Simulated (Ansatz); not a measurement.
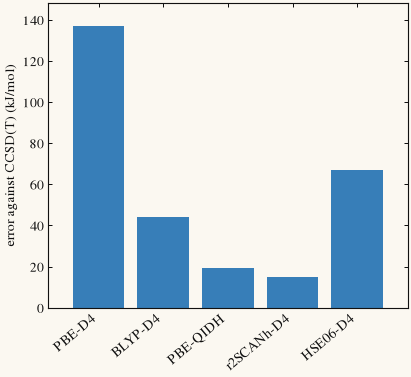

Error in the electronic atomisation energy (method less reference, so positive means overbinding) of C₂H₄BN, SMILES CB1C=N1: functionals in def2-TZVPP against frozen-core CCSD(T) at the limit (MP2 extrapolated from triple and quadruple zeta, plus CCSD(T) less MP2 in a smaller set), which gives 3279.9 kJ/mol, at a PBE0-D4/def2-TZVP geometry (a minimum by its frequencies), no zero-point or spin-orbit term, the Ansatz code. The reference leaves out core correlation, a term that grows with the number of heavy atoms. PBE-QIDH holds a correlation term that converges slowly with the basis, so part of the distance to the limit is basis error. No dispersion term is added to PBE-QIDH.

> What range do the values span?

From 14.8 kJ/mol (r2SCANh-D4) to 137.1 kJ/mol (PBE-D4).

> Give the values.

```csv
level,kJ/mol
PBE-D4,137.1
BLYP-D4,44.1
PBE-QIDH,19.2
r2SCANh-D4,14.8
HSE06-D4,67.0
```
